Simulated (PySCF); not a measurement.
**C₂H₃Si (SMILES C#C[SiH2-]) (charge −1): density, localisation and related maps**

```xyz
6

C     1.6436   -0.0810   -0.3100
C     0.4860   -0.0058    0.0312
Si   -1.1055    0.3137    0.9057
H     2.6338   -0.1844   -0.6754
H    -1.9201    1.0034   -0.1428
H    -1.7347   -1.0438    0.9426
```

Geometry: GFN2-xTB.

Computed with PySCF, PBE0/pcSseg-1, SCF density, gas phase, non-relativistic.

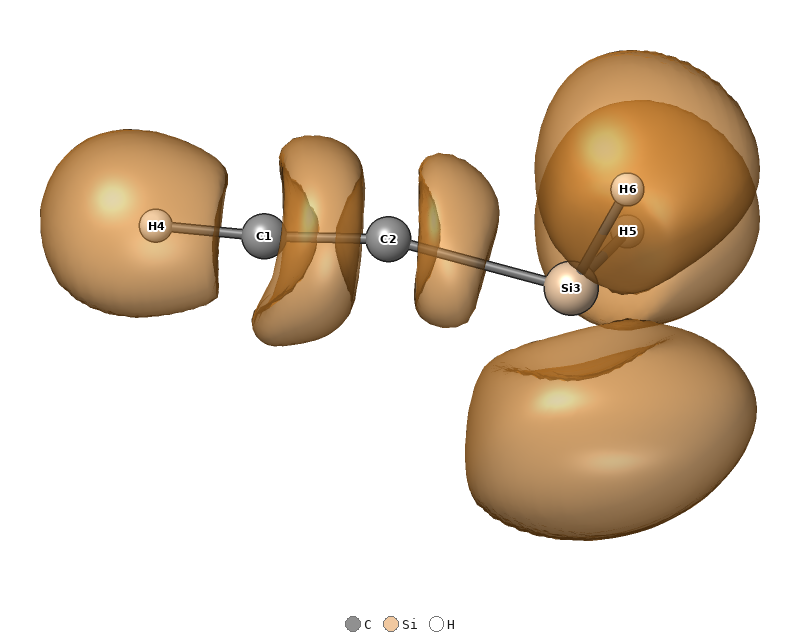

Figure 1. Isosurface of the ELF at 0.75 (orange), seen from one side. Only the valence region is drawn (cores and ρ < 0.01 e/Å³ removed).

What do the ELF domains correspond to?

Answer. At this value the surface marks out one region between bonded C–C atoms (shared pairs), one region between bonded C–Si atoms (shared pairs), three regions around hydrogen nuclei and one lobe on Si, pointing away from the bonds (lone pairs).


C–C (1.21 Å): the ELF peaks at about 0.85 between the atoms (a multiple bond). C–Si (1.84 Å): the ELF peaks at about 0.95 between the atoms (a covalent bond).

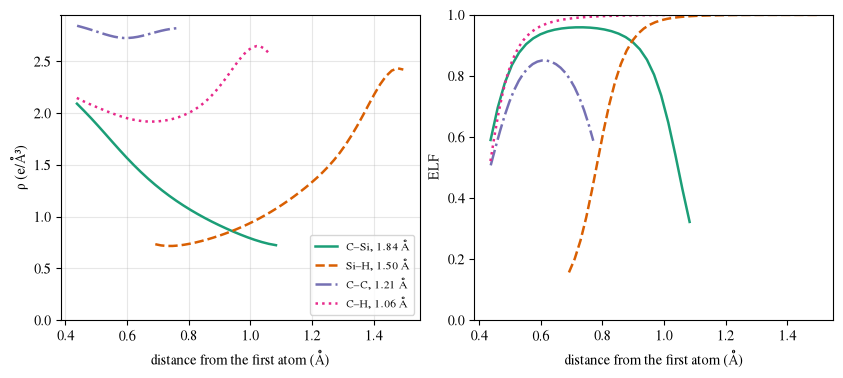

Figure 2. Total electron density and electron localisation function along straight lines between neighbouring atoms. The curves leave out the atomic cores.

What can be read from the curves?

Answer. C–Si (1.84 Å): ρ at the midpoint is about 0.89 e/Å³; the ELF peaks at about 0.95 between the atoms: localised, covalent bonding.
Si–H (1.50 Å): ρ at the midpoint is about 0.72 e/Å³; the ELF climbs to about 1 towards the hydrogen, as it does in any bond to H.
C–C (1.21 Å): ρ at the midpoint is about 2.7 e/Å³; the ELF peaks at about 0.85 between the atoms; a short, multiple covalent bond.
C–H (1.06 Å): the density is about 2 e/Å³ at the midpoint; the ELF climbs to about 1 towards the hydrogen; a covalent bond by its length.
